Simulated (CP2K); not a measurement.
**How far to go with shifted k-point meshes: Ba (Im-3m, 1 atom in the cell)**

```xyz
1
Lattice="4.3257 0.0000 0.0000 -1.4419 4.0783 0.0000 -1.4419 -2.0392 3.5319" Properties=species:S:1:pos:R:3 pbc="T T T"
Ba     0.0000     0.0000     0.0000
```

Computed with PBE, GPW, DZVP-MOLOPT-SR-GTH basis, GTH-PBE potentials (GTH_POTENTIALS) (CP2K 2026.2).

Base settings: CUTOFF = 500 Ry; REL_CUTOFF = 40 Ry; SMEAR/METHOD = GAUSSIAN; SIGMA = 0.1 eV; KPOINTS/SCHEME = MONKHORST-PACK 4 4 4; GAMMA_CENTERED = T; XC_FUNCTIONAL = PBE; Ba/BASIS_SET = DZVP-MOLOPT-SR-GTH-q10; Ba/POTENTIAL = GTH-PBE-q10; METHOD = GPW.

In this ladder: GAMMA_CENTERED = default.

Only quantities that move along the ladder and can be compared are tabulated.

The starting cell has typed, rounded lattice constants, without a prior relaxation at this level. Its lattice was rescaled by up to half a per cent. Values carry the incompleteness of an atom-centred basis. Without a gap this mesh is coarse (it stands for a supercell whose shortest vector is 17 Å).

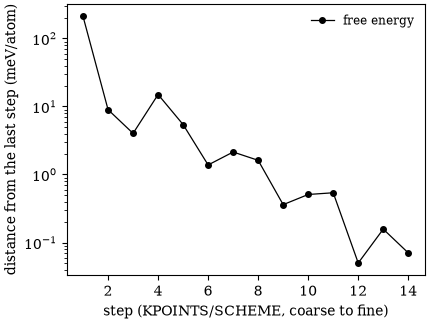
Figure: Distance from the last step along the ladder; very small values are drawn at a floor.

```tsv
KPOINTS/SCHEME	free energy less the last step's (meV/atom)	pressure (GPa)
MONKHORST-PACK 2 2 2	210.50	5.33
MACDONALD 3 3 3 0.1666666667 0.1666666667 0.1666666667	-8.98	1.60
MONKHORST-PACK 4 4 4	4.02	1.61
MACDONALD 5 5 5 0.1 0.1 0.1	14.99	1.37
MONKHORST-PACK 6 6 6	-5.42	1.50
MACDONALD 7 7 7 0.07142857143 0.07142857143 0.07142857143	-1.38	1.26
MONKHORST-PACK 8 8 8	2.14	1.41
MACDONALD 9 9 9 0.05555555556 0.05555555556 0.05555555556	-1.62	1.40
MONKHORST-PACK 10 10 10	0.36	1.38
MACDONALD 11 11 11 0.04545454545 0.04545454545 0.04545454545	0.51	1.41
MONKHORST-PACK 12 12 12	-0.54	1.39
MACDONALD 13 13 13 0.03846153846 0.03846153846 0.03846153846	0.05	1.38
MACDONALD 15 15 15 0.03333333333 0.03333333333 0.03333333333	-0.16	1.39
MONKHORST-PACK 18 18 18	-0.07	1.39
MONKHORST-PACK 20 20 20	0.00	1.39
```

Coarsest KPOINTS/SCHEME that holds the pressure within 0.1 GPa of the last step, with all finer ones: MONKHORST-PACK 8 8 8; the step before is off by 0.13 GPa.

Coarsest KPOINTS/SCHEME that holds the free energy within 5 meV/atom of the last step, with all finer ones: MACDONALD 7 7 7 0.07142857143 0.07142857143 0.07142857143; the step before is off by 5.4 meV/atom.

Two neighbours can agree and both be off: MACDONALD 3 3 3 0.1666666667 0.1666666667 0.1666666667 and MONKHORST-PACK 4 4 4 differ by 0.01 GPa in the pressure, yet lie about 0.22 GPa from the last step.
